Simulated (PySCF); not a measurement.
Consider AlC (quartet).

```xyz
2

Al    0.0000    0.0000   -0.6061
C     0.0000    0.0000    1.3629
```

Theory: PBE0/def2-TZVP, non-relativistic Hamiltonian with scalar-relativistic core potentials where named, at a bond length of 1.969 Å in PySCF.

### Predict the electron density, electron localisation function and spin density between the atoms.

C–Al (1.97 Å): the density is about 0.59 e/Å³ at the midpoint; the ELF peaks at about 0.90 in the valence shell of C, 0.7 Å from its nucleus, and is about 0.70 at the midpoint.
The unpaired spin (3 electrons) lies mostly on C2 (about 2.3) and Al1 (about 0.7), in electrons by Hirshfeld's partition.

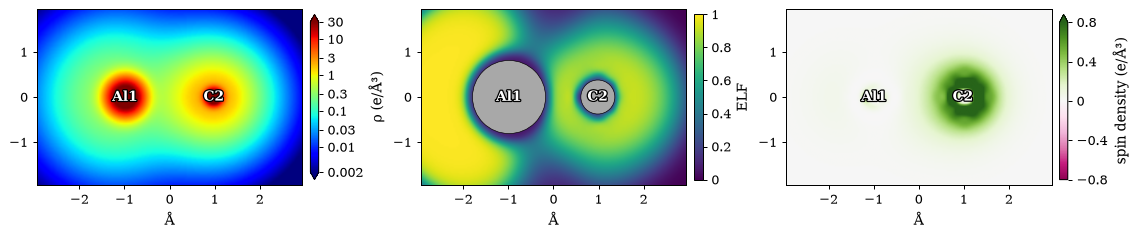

Computed electron density, electron localisation function and spin density on a plane that holds the molecular axis, in this order. Grey discs cover the atomic cores in the ELF map. 
